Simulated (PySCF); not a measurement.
# C$_{9}$H$_{7}$N, SMILES `c1ccc2ncccc2c1`: electronic structure

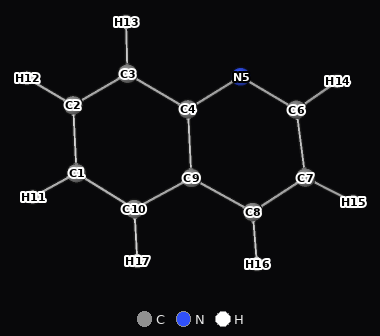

The molecule, with its atoms numbered as below. No frequency check shows the geometry to be a minimum.

Coordinates in Å:

```
C1       2.3928    0.6961    0.0000
C2       2.3813   -0.7086    0.0000
C3       1.1999   -1.3958    0.0000
C4      -0.0268   -0.6996    0.0000
N5      -1.1747   -1.4075    0.0000
C6      -2.3054   -0.7614    0.0000
C7      -2.4110    0.6421    0.0000
C8      -1.2617    1.3837    0.0000
C9      -0.0156    0.7229    0.0000
C10      1.2205    1.3991    0.0000
H11      3.3392    1.2170    0.0000
H12      3.3205   -1.2422    0.0000
H13      1.1685   -2.4740    0.0000
H14     -3.1987   -1.3742    0.0000
H15     -3.3839    1.1095    0.0000
H16     -1.2886    2.4653    0.0000
H17      1.2223    2.4802    0.0000
```

### 1. Bonding charge

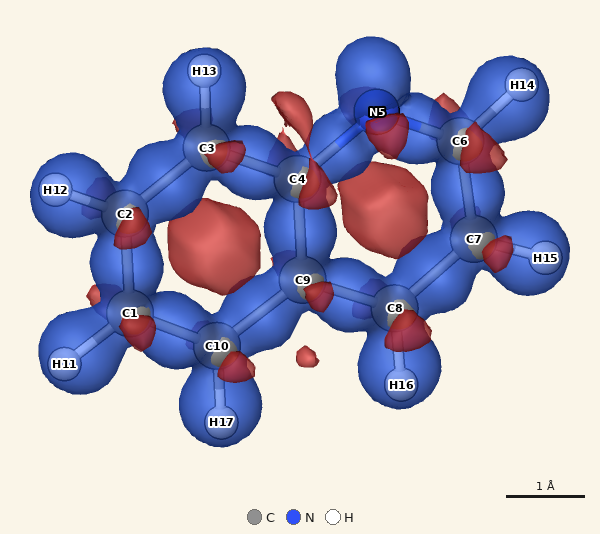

Deformation density (molecule less spherical, spin-averaged free atoms at the same positions), surfaces at ±0.1 e/Å³; blue: gain, red: loss.

Method: PBE0/def2-SVP; geometry: GFN2-xTB; program: PySCF.

Question: Describe the bonding that the map shows.

Answer: The five largest and four smallest: C6–H14: +0.76 e/Å³ at the bond critical point (bond length 1.08 Å, Mayer order 1.0). C3–H13: +0.73 e/Å³ at the bond critical point (bond length 1.08 Å, Mayer order 1.0). C8–H16: +0.72 e/Å³ at the bond critical point (bond length 1.08 Å, Mayer order 1.0). C2–H12: +0.72 e/Å³ at the bond critical point (bond length 1.08 Å, Mayer order 1.0). C1–H11: +0.72 e/Å³ at the bond critical point (bond length 1.08 Å, Mayer order 1.0). C8–C9: +0.60 e/Å³ at the bond critical point (bond length 1.41 Å, Mayer order 1.3). C9–C10: +0.59 e/Å³ at the bond critical point (bond length 1.41 Å, Mayer order 1.2). N5–C6: +0.57 e/Å³ at the bond critical point (bond length 1.30 Å, Mayer order 1.6). C4–N5: +0.51 e/Å³ at the bond critical point (bond length 1.35 Å, Mayer order 1.4). In all, 4.2 electrons gather in the regions of gain relative to the promolecule.

Question: Where do the Hirshfeld charges lie?

Answer: The highest Hirshfeld charge is on H16 (+0.06 e), the lowest on N5 (−0.15 e).

| atom | charge (e) |
| --- | --- |
| C1 | −0.05 |
| C2 | −0.04 |
| C3 | −0.05 |
| C4 | +0.05 |
| N5 | −0.15 |
| C6 | +0.02 |
| C7 | −0.06 |
| C8 | −0.03 |
| C9 | −0.01 |
| C10 | −0.05 |
| H11 | +0.05 |
| H12 | +0.05 |
| H13 | +0.05 |
| H14 | +0.05 |
| H15 | +0.05 |
| H16 | +0.06 |
| H17 | +0.05 |

### 2. Bond critical points

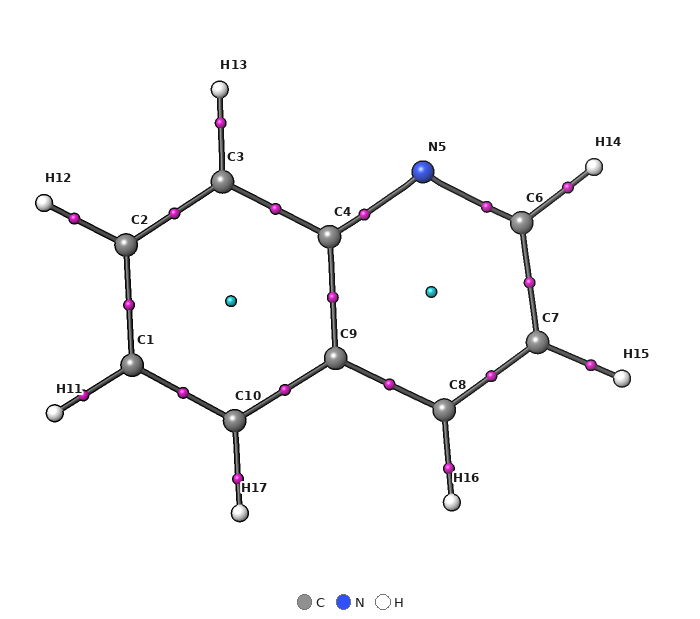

Molecular graph of the electron density (QTAIM): bond paths, bond critical points (magenta), ring points (cyan, if any); weak paths are dashed.

Question: How many critical points of each kind are there, and does the count close?

Answer: 17 nuclei, 18 bond, 2 ring and 0 cage critical points: 17 − 18 + 2 − 0 = 1, as the Poincaré–Hopf relation requires.

Question: What does the calculation give at each kind of bond critical point?

Answer:
```json
{"bond": "N5–C6", "length (Å)": "1.302", "ρ (a.u.)": "0.364", "∇²ρ (a.u.)": "−0.91", "ε": "0.13", "H (a.u.)": "−0.639"}
{"bond": "C4–N5", "length (Å)": "1.349", "ρ (a.u.)": "0.336", "∇²ρ (a.u.)": "−1.08", "ε": "0.07", "H (a.u.)": "−0.535"}
{"bond": "C2–C3", "length (Å)": "1.367", "ρ (a.u.)": "0.322", "∇²ρ (a.u.)": "−0.84", "ε": "0.25", "H (a.u.)": "−0.321"}
{"bond": "C1–C10", "length (Å)": "1.367", "ρ (a.u.)": "0.322", "∇²ρ (a.u.)": "−0.83", "ε": "0.26", "H (a.u.)": "−0.321"}
{"bond": "C7–C8", "length (Å)": "1.368", "ρ (a.u.)": "0.321", "∇²ρ (a.u.)": "−0.83", "ε": "0.24", "H (a.u.)": "−0.320"}
{"bond": "C3–C4", "length (Å)": "1.411", "ρ (a.u.)": "0.303", "∇²ρ (a.u.)": "−0.78", "ε": "0.18", "H (a.u.)": "−0.283"}
{"bond": "C6–C7", "length (Å)": "1.407", "ρ (a.u.)": "0.302", "∇²ρ (a.u.)": "−0.77", "ε": "0.17", "H (a.u.)": "−0.283"}
{"bond": "C1–C2", "length (Å)": "1.405", "ρ (a.u.)": "0.301", "∇²ρ (a.u.)": "−0.76", "ε": "0.16", "H (a.u.)": "−0.282"}
{"bond": "C9–C10", "length (Å)": "1.409", "ρ (a.u.)": "0.299", "∇²ρ (a.u.)": "−0.75", "ε": "0.16", "H (a.u.)": "−0.277"}
{"bond": "C8–C9", "length (Å)": "1.411", "ρ (a.u.)": "0.299", "∇²ρ (a.u.)": "−0.75", "ε": "0.15", "H (a.u.)": "−0.277"}
{"bond": "C4–C9", "length (Å)": "1.423", "ρ (a.u.)": "0.296", "∇²ρ (a.u.)": "−0.74", "ε": "0.16", "H (a.u.)": "−0.270"}
{"bond": "C6–H14", "length (Å)": "1.083", "ρ (a.u.)": "0.287", "∇²ρ (a.u.)": "−1.12", "ε": "0.02", "H (a.u.)": "−0.316"}
{"bond": "C3–H13", "length (Å)": "1.079", "ρ (a.u.)": "0.285", "∇²ρ (a.u.)": "−1.10", "ε": "0.01", "H (a.u.)": "−0.314"}
{"bond": "C2–H12", "length (Å)": "1.080", "ρ (a.u.)": "0.284", "∇²ρ (a.u.)": "−1.08", "ε": "0.01", "H (a.u.)": "−0.311"}
{"bond": "C1–H11", "length (Å)": "1.080", "ρ (a.u.)": "0.284", "∇²ρ (a.u.)": "−1.08", "ε": "0.01", "H (a.u.)": "−0.310"}
{"bond": "C7–H15", "length (Å)": "1.079", "ρ (a.u.)": "0.283", "∇²ρ (a.u.)": "−1.08", "ε": "0.01", "H (a.u.)": "−0.310"}
{"bond": "C8–H16", "length (Å)": "1.082", "ρ (a.u.)": "0.283", "∇²ρ (a.u.)": "−1.08", "ε": "0.00", "H (a.u.)": "−0.310"}
{"bond": "C10–H17", "length (Å)": "1.081", "ρ (a.u.)": "0.283", "∇²ρ (a.u.)": "−1.07", "ε": "0.01", "H (a.u.)": "−0.308"}
```

Question: What kind of interaction is C10–H17?

Answer: Shared-shell (covalent): ρ = 0.283, ∇²ρ = −1.07, H = −0.308 a.u.

### 3. Electrostatic potential

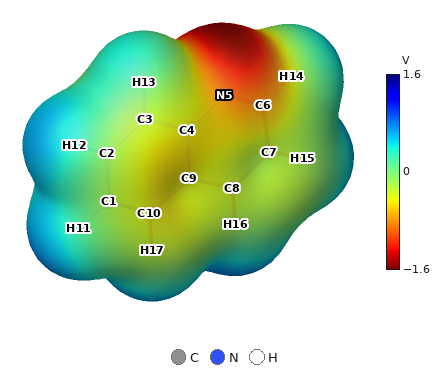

Electrostatic potential on the surface of electron density 0.001 a.u.

Question: Where are the extremes of the potential on the surface?

Answer: Highest: 0.87 V, 1.4 Å from H16. Further maxima include 0.70 V, 1.3 Å from H11; 0.66 V, 1.3 Å from H12. Lowest: −1.60 V, 1.9 Å from N5. Further minima include −0.56 V, off the C2–C3 bond (2.1 to 2.2 Å from its atoms), and at like points elsewhere; −0.36 V, off the C7–C8 bond (2.1 to 2.2 Å from its atoms), and at like points elsewhere. The surface is sampled at points, so like sites can differ by a few per cent and only the strongest of them is named.

### 4. In an electric field

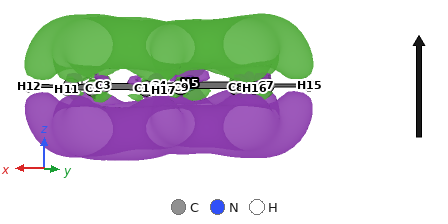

Change of the electron density in a uniform field of 0.10 V/Å along +z (arrow), surfaces at ±0.0003 e/Å³ (purple: gain, green: loss).

Method: PBE0/6-31+G*; geometry: GFN2-xTB; program: PySCF. The basis has diffuse s and p functions alone, which still leaves polarisabilities too small, most of all across bonds.

The field was applied in both directions; the picture shows the one opposite to the script's first.

Question: How large is the response?

Answer: The induced dipole is 0.28 D (along the field); α along this axis, from the fields in both directions, is 56 bohr³ (8.3 Å³).

The PySCF runs shown took 42 s and 2.3 min on 1 thread of Arm Neoverse V1, with other jobs on the host.
